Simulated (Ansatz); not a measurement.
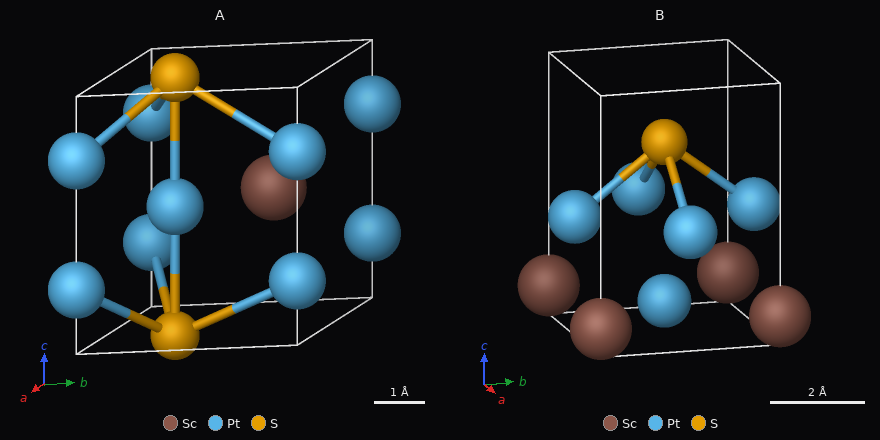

Two structures of ScPt3S, each relaxed to rest (conventional cells in solid outline, small ones repeated, not to one scale). Method: DFT PBE, scalar-relativistic, plane waves, PAW (Ansatz 0.2.0), without spin polarisation.

What are the two structures?

A: 5 atoms a cell on a primitive hexagonal lattice, P-6m2. B: 5 atoms a cell on a primitive tetragonal lattice, P4mm.

A or B: which is lower in energy?

B is lower, by 449 meV/atom at this level of theory (energies at zero smearing). Volumes: A 18.6, B 18.1 Å³/atom.

One or both may be structure types tried for this composition rather than known phases.
